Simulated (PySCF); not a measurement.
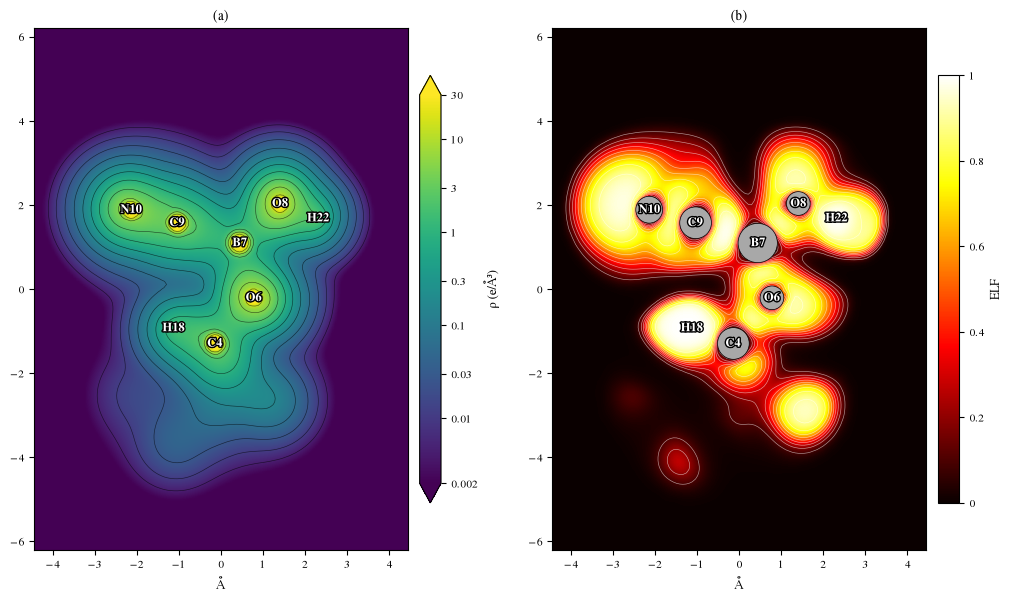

C₆H₁₂BNO₂ (SMILES CCC[C@H](C)OB(O)C#N). (a) total electron density; (b) ELF on the plane of atoms O8, B7 and C9. Grey discs cover the atomic cores in the ELF map.

Geometry: GFN2-xTB.

Method: PySCF 2.14.0, PBE0/pcSseg-1, SCF density, gas phase, non-relativistic.

```xyz
22

C     3.0811   -0.5285    0.1803
C     1.8624    0.2254   -0.3397
C     0.6092   -0.1286    0.4562
C    -0.6719    0.4821   -0.1238
C    -0.7325    1.9984    0.0289
O    -1.7837   -0.0695    0.5683
B    -2.5873   -1.0425    0.0979
O    -3.5953   -1.5030    0.8632
C    -2.4096   -1.6642   -1.3151
N    -2.2420   -2.0947   -2.3642
H     3.9669   -0.2522   -0.3864
H     2.9360   -1.6025    0.0878
H     3.2566   -0.2961    1.2284
H     2.0516    1.2980   -0.2747
H     1.7030   -0.0229   -1.3911
H     0.7205    0.1983    1.4922
H     0.4841   -1.2148    0.4607
H    -0.7408    0.2166   -1.1890
H    -0.6420    2.2696    1.0778
H    -1.6837    2.3693   -0.3456
H     0.0692    2.4646   -0.5347
H    -3.6624   -1.0836    1.7216
```

Q: Interpret the plot.

A:
- The section cuts through C, O, B, N and H sites.
- C–N (1.15 Å): ρ is about 3.6 e/Å³ halfway; the ELF peaks at about 0.90 between the atoms; a multiple bond.
- B–O (1.35 Å): the density is about 2.2 e/Å³ at the midpoint; the ELF peaks at about 0.90 between the atoms: a short, strongly polar bond.
- C–O (1.42 Å): the density is about 2 e/Å³ at the midpoint, with its minimum of 1.7 e/Å³ about 0.5 Å from C; the ELF peaks at about 0.90 between the atoms, as expected for a shared but strongly polarised pair.
- C–B (1.55 Å): the density is about 1.4 e/Å³ at the midpoint; the ELF peaks at about 1 between the atoms; a covalent bond.
- O–H (0.96 Å): ρ is about 3.8 e/Å³ halfway; the ELF climbs to about 1 towards the hydrogen, as it does in any bond to H (a covalent bond by its length).
- The ELF also peaks beside O6, N10 and O8, away from the bonds: lone-pair regions.
